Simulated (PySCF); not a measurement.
## Two runs on C2H8P2SSi2

System: C2H8P2SSi2.
Method of the first run: GIAO B3LYP/pcSseg-1 NMR shielding, non-relativistic, gas phase (PySCF 2.14.0).

The geometry comes from this level: PBE0-D3(BJ)/def2-SVP. Text and figures count atoms from 1; the logs count them from 0 in places.

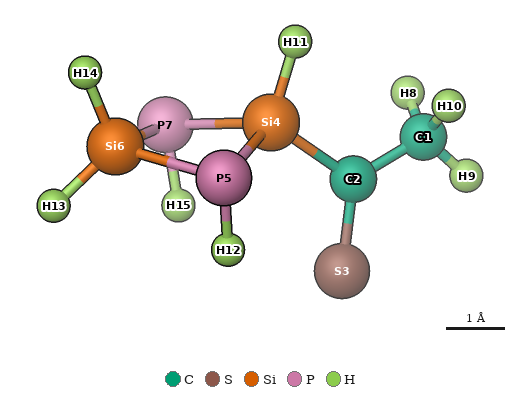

The structure as given in the input (ball-and-stick view, seen at a tilt; atoms are numbered from 1 in the order of the input).

### The input, the first run
```
{"job": {"kind": "nmr", "xc": "B3LYP", "basis": "pcSseg-1", "pop": false}, "charge": 0, "multiplicity": 1}
C     -2.801150     0.199442    -0.583826
C     -1.463459    -0.401707    -0.858770
S     -1.231133    -1.649618    -1.876232
Si     0.058953     0.289761     0.062590
P      1.840226     0.647954    -1.307809
Si     2.783143    -0.406669     0.484929
P      0.921145    -1.265067     1.495854
H     -3.032948     0.115676     0.492961
H     -3.595080    -0.286480    -1.167983
H     -2.783955     1.280797    -0.804468
H     -0.303189     1.536441     0.805294
H      1.539556    -0.622397    -1.907049
H      3.822392    -1.421432     0.134287
H      3.380361     0.624179     1.385464
H      0.788343    -2.221488     0.433586
```

The first line tells a small driver script what to run in PySCF; the rest is the geometry in Å.

Command:
```bash
OMP_NUM_THREADS=1 python <driver script> task.json out
```

Hardware: 1 CPU thread, shared host.

### Output (the first run)
```
coarse grid: 15256 points
cycle   1  E = -1740.8659080055  dE =  5.065e-01  |g| = 3.472e-01  |ddm| = 3.860e+00
cycle   2  E = -1740.8273399991  dE =  3.857e-02  |g| = 5.121e-01  |ddm| = 1.128e+00
cycle   3  E = -1740.8957941075  dE = -6.845e-02  |g| = 1.588e-01  |ddm| = 7.723e-01
cycle   4  E = -1740.9022793215  dE = -6.485e-03  |g| = 5.084e-02  |ddm| = 2.174e-01
cycle   5  E = -1740.9029839893  dE = -7.047e-04  |g| = 8.770e-03  |ddm| = 6.558e-02
cycle   6  E = -1740.9030093852  dE = -2.540e-05  |g| = 3.062e-03  |ddm| = 2.028e-02
cycle   7  E = -1740.9030121168  dE = -2.732e-06  |g| = 5.850e-04  |ddm| = 4.712e-03
final grid: 124848 points
cycle   8  E = -1740.9413432900  dE = -1.326e-05  |g| = 4.176e-03  |ddm| = 2.269e-02
cycle   9  E = -1740.9413344867  dE =  8.803e-06  |g| = 6.825e-03  |ddm| = 1.047e-02
cycle  10  E = -1740.9413465039  dE = -1.202e-05  |g| = 1.943e-03  |ddm| = 8.706e-03
cycle  11  E = -1740.9413475439  dE = -1.040e-06  |g| = 1.876e-04  |ddm| = 2.087e-03
cycle  12  E = -1740.9413475516  dE = -7.727e-09  |g| = 4.545e-05  |ddm| = 2.569e-04
cycle  13  E = -1740.9413475522  dE = -5.739e-10  |g| = 1.913e-05  |ddm| = 1.095e-04
converged SCF energy = -1740.9413475522

GIAO shielding tensors (ppm)
atom      isotropic    diamagn.    paramagn.     s11        s22        s33       span
  0 C      128.060     246.046    -117.986     95.029    118.455    170.697     75.668
  1 C     -145.183     264.619    -409.802   -348.352   -236.615    149.418    497.770
  2 S     -831.776    1058.359   -1890.135  -2578.737   -602.550    685.959   3264.696
  3 Si     362.708     882.090    -519.382    334.069    356.206    397.849     63.780
  4 P      498.361     968.403    -470.042    403.628    505.658    585.796    182.168
  5 Si     390.880     879.566    -488.687    370.080    389.188    413.371     43.291
  6 P      480.107     968.368    -488.260    392.279    474.882    573.161    180.882
  7 H       27.911      28.768      -0.857     25.172     28.315     30.246      5.074
  8 H       28.138      28.127       0.011     24.807     27.419     32.188      7.382
  9 H       27.881      28.487      -0.606     24.825     28.386     30.432      5.607
 10 H       25.915      31.064      -5.149     22.683     24.542     30.519      7.836
 11 H       28.915      30.951      -2.036     25.753     27.101     33.892      8.139
 12 H       26.590      28.300      -1.710     23.424     23.629     32.717      9.293
 13 H       26.744      29.260      -2.516     24.122     24.550     31.559      7.437
 14 H       29.480      31.169      -1.690     26.678     28.315     33.446      6.768
```

The input of the second run differs as follows (lines with − go, lines with + come):
```diff
-"xc": "B3LYP"
+"xc": "PBE0"
-"pop": false
```

What does this change do to the results?

The total energies belong to different methods, so their difference says nothing on which is more stable or more accurate. The HOMO goes from −6.42 to −6.71 eV. The LUMO goes from −2.98 to −2.88 eV. Of all shieldings, the largest change is that of P7, by +34.4 ppm. The functional changes from B3LYP to PBE0. The SCF takes 14 iterations against 13.

### Output (the second run)
```
coarse grid: 15256 points
cycle   1  E = -1740.0319323447  dE =  5.339e-01  |g| = 3.263e-01  |ddm| = 3.934e+00
cycle   2  E = -1739.9943215911  dE =  3.761e-02  |g| = 4.956e-01  |ddm| = 1.049e+00
cycle   3  E = -1740.0597193738  dE = -6.540e-02  |g| = 1.345e-01  |ddm| = 7.233e-01
cycle   4  E = -1740.0643182487  dE = -4.599e-03  |g| = 4.294e-02  |ddm| = 1.893e-01
cycle   5  E = -1740.0648202196  dE = -5.020e-04  |g| = 6.645e-03  |ddm| = 5.750e-02
cycle   6  E = -1740.0648342395  dE = -1.402e-05  |g| = 2.794e-03  |ddm| = 1.683e-02
cycle   7  E = -1740.0648365546  dE = -2.315e-06  |g| = 4.452e-04  |ddm| = 4.346e-03
final grid: 124848 points
cycle   8  E = -1740.1074448574  dE = -1.431e-05  |g| = 8.934e-03  |ddm| = 3.584e-02
cycle   9  E = -1740.1073756399  dE =  6.922e-05  |g| = 1.789e-02  |ddm| = 2.827e-02
cycle  10  E = -1740.1074647140  dE = -8.907e-05  |g| = 2.106e-03  |ddm| = 2.089e-02
cycle  11  E = -1740.1074659359  dE = -1.222e-06  |g| = 2.104e-04  |ddm| = 2.631e-03
cycle  12  E = -1740.1074659470  dE = -1.110e-08  |g| = 6.118e-05  |ddm| = 3.465e-04
cycle  13  E = -1740.1074659481  dE = -1.045e-09  |g| = 2.331e-05  |ddm| = 1.254e-04
cycle  14  E = -1740.1074659483  dE = -1.728e-10  |g| = 3.841e-06  |ddm| = 4.395e-05
converged SCF energy = -1740.1074659483

GIAO shielding tensors (ppm)
atom      isotropic    diamagn.    paramagn.     s11        s22        s33       span
  0 C      132.746     246.746    -114.000     97.948    124.988    175.303     77.356
  1 C     -137.921     265.011    -402.932   -339.600   -229.716    155.554    495.154
  2 S     -815.136    1057.845   -1872.981  -2562.803   -593.864    711.260   3274.063
  3 Si     380.791     881.399    -500.608    350.551    373.872    417.950     67.399
  4 P      531.684     967.887    -436.203    449.934    531.440    613.679    163.745
  5 Si     408.197     879.365    -471.168    386.629    408.211    429.750     43.121
  6 P      514.476     967.802    -453.326    439.544    503.211    600.674    161.130
  7 H       27.743      28.364      -0.621     24.894     28.153     30.182      5.289
  8 H       27.937      28.203      -0.266     24.448     27.077     32.285      7.837
  9 H       27.713      28.142      -0.430     24.552     28.194     30.392      5.840
 10 H       25.672      30.443      -4.772     22.352     24.273     30.391      8.038
 11 H       28.747      30.114      -1.368     25.429     26.713     34.098      8.670
 12 H       26.389      28.042      -1.653     23.133     23.342     32.692      9.560
 13 H       26.508      28.898      -2.390     23.806     24.219     31.499      7.693
 14 H       29.312      30.303      -0.991     26.332     27.929     33.674      7.342
```

### The two runs side by side

```csv
quantity,the first run,the second run
outcome,converged,converged
total energy (hartree),−1740.941348,−1740.107466
HOMO (eV),−6.42,−6.71
LUMO (eV),−2.98,−2.88
dipole moment (D),1.38,1.38
shielding of C1 (ppm),128.1,132.7
shielding of C2 (ppm),−145.2,−137.9
shielding of S3 (ppm),−831.8,−815.1
shielding of Si4 (ppm),362.7,380.8
shielding of P5 (ppm),498.4,531.7
shielding of Si6 (ppm),390.9,408.2
shielding of P7 (ppm),480.1,514.5
SCF iterations,13,14
basis functions,194,194
wall time (shared host),59 s,73 s
```
